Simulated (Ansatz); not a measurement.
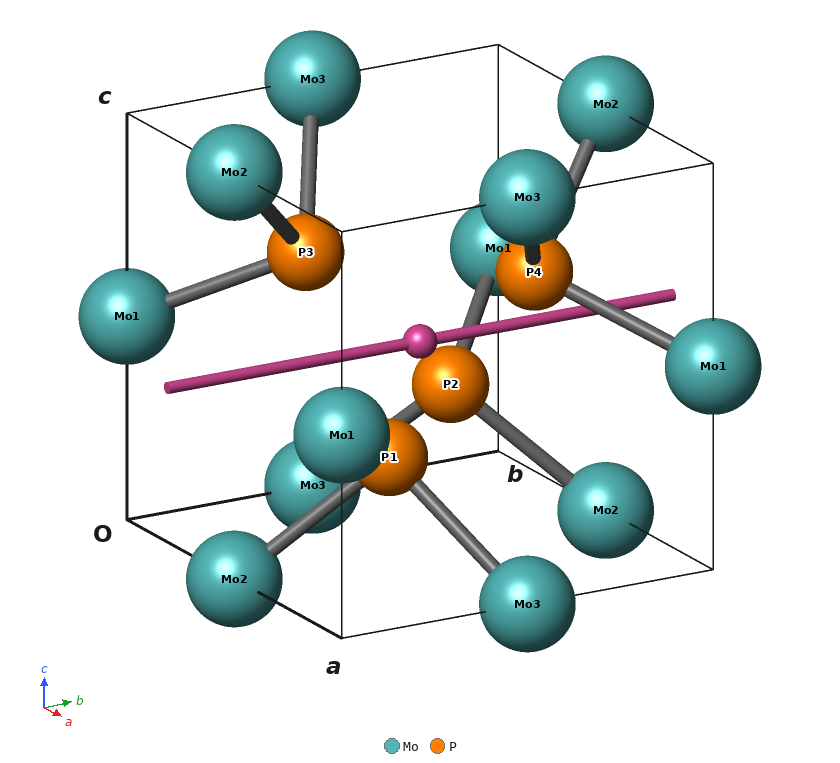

For Mo3P4, the input geometry of an electronic-structure calculation (not necessarily at equilibrium); the starting structure was generated, so it need not be a known form of this composition: the coloured rod is the axis of a symmetry operation of the crystal, the small sphere its inversion point. Symmetry computed with spglib at a tolerance of 0.002 Å; standard conventional cell.

a = 4.957 Å, b = 4.957 Å, c = 4.957 Å, α = 90.00°, β = 90.00°, γ = 90.00°.

```json
{"atom": "Mo1", "x": "0.0000", "y": "0.0000", "z": "0.5000"}
{"atom": "Mo2", "x": "0.5000", "y": "0.0000", "z": "0.0000"}
{"atom": "Mo3", "x": "0.0000", "y": "0.5000", "z": "0.0000"}
{"atom": "P1", "x": "0.6952", "y": "0.3048", "z": "0.3048"}
{"atom": "P2", "x": "0.3048", "y": "0.6952", "z": "0.3048"}
{"atom": "P3", "x": "0.3048", "y": "0.3048", "z": "0.6952"}
{"atom": "P4", "x": "0.6952", "y": "0.6952", "z": "0.6952"}
```

Take the operation x, y, z → −z+1, −y+1, x.

What kind of operation is it, and where does it lie?

Answer. It is a −4 rotoinversion axis with its inversion point at (1/2, 1/2, 1/2), along [0 1 0].

Onto which atom does it carry each atom (up to whole multiples of a, b and c)?

Answer. Mo1 → Mo2, Mo2 → Mo1, Mo3 → Mo3, P1 → P4, P2 → P1, P3 → P2, P4 → P3.
